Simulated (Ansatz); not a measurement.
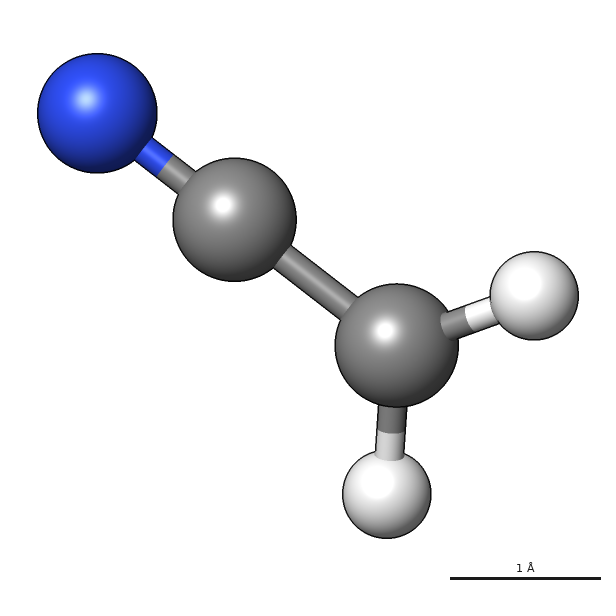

A ball-and-stick model of a molecule. Colours: carbon grey, nitrogen blue, hydrogen white.

State: neutral, doublet. The geometry was computed by an optimisation with PBE0-D4/def2-TZVP.

Describe the molecule.

The molecule is C2H2N. As SMILES it reads `[CH2]C#N`. Among its groups: nitrile. The point group is C2v. It is an open-shell species. All atoms lie on one plane. Coordination: 1 C trigonal planar; 1 C linear.

More results for the same structure follow; atom numbers are the same in all pictures, views and colours differ.

Levels of theory compared

Program: Ansatz 0.2.0.

At this fixed geometry, give dipole (D), HOMO energy (eV) at these levels: B3LYP-D4/def2-TZVPP; PBE-D4/def2-TZVPP; r2SCAN-D4/def2-TZVPP; ωB97M-V/def2-TZVPP.

```
               level  dipole (D)  HOMO energy (eV)
 B3LYP-D4/def2-TZVPP        3.47             −7.44
   PBE-D4/def2-TZVPP        3.38             −6.39
r2SCAN-D4/def2-TZVPP        3.52             −6.87
  ωB97M-V/def2-TZVPP        3.50             −9.76
```

Vibrations

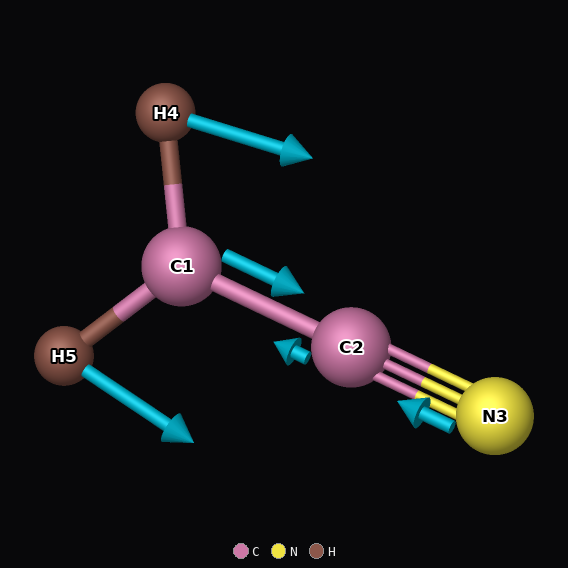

The arrows show one normal mode. Harmonic vibrations computed with UKS PBE0-D4/def2-TZVP (Ansatz 0.2.0) at a stationary point of the same level.

What kind of motion is it?

Mostly C–C stretching.

Estimate its harmonic wavenumber.

1070 cm⁻¹; it is mode 5 of 9 counted from the lowest.

Charges

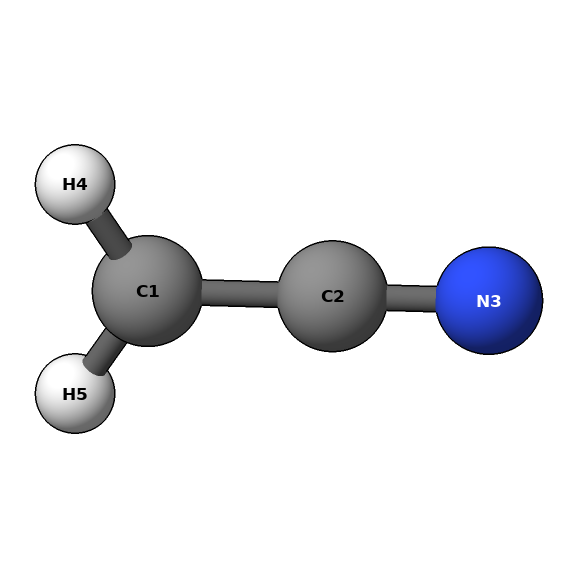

The questions are on Mulliken charges. Level of theory: UKS B3LYP-D4/def2-TZVPP (Ansatz 0.2.0).

Which atom carries the highest charge (most positive or least negative)?

H4, H5 (0.14 e).

And the lowest?

C2 (−0.16 e).

List the Mulliken charges.

```tsv
atom	value (e)
C1	−0.12
C2	−0.16
N3	−0.01
H4	0.14
H5	0.14
```

Mulliken values depend strongly on the basis set and can even reverse the polarity of a bond.
